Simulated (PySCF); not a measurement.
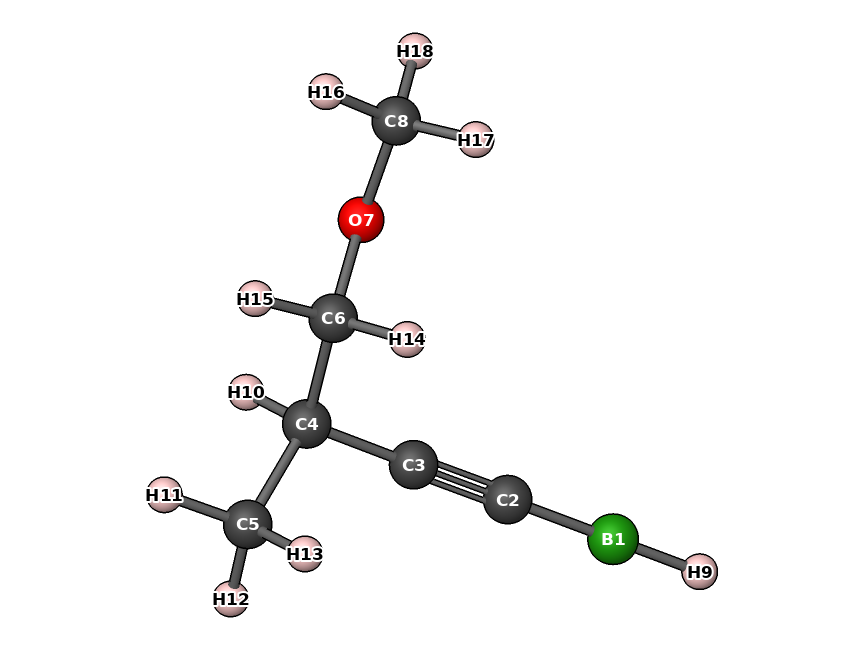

The questions are on Mulliken spin populations. State: neutral, doublet. The computed structure is the end point of a GFN2-xTB optimisation. No frequency run is at hand to confirm it as a minimum. Properties computed with UKS B3LYP, pcH-1 on B C H O, non-relativistic (PySCF 2.14.0).

**Which atom carries the largest spin population?**

B1 (0.74 e).

**Which atom has the lowest spin population?**

C2 (−0.18 e); a negative value comes from spin polarisation.

List the Mulliken spin populations.

```csv
atom,value (e)
B1,0.74
C2,−0.18
C3,0.47
C4,−0.03
C5,0.00
C6,0.02
O7,0.00
C8,0.00
H9,−0.05
H10,0.02
H11,0.00
H12,0.00
H13,0.00
H14,0.00
H15,0.01
H16,0.00
H17,0.00
H18,0.00
```

Mulliken values depend strongly on the basis set. The geometry is semi-empirical. Around B such bond lengths and angles can be off by a tenth of an ångström or more and by several degrees, and values that hang on the shape move with them.
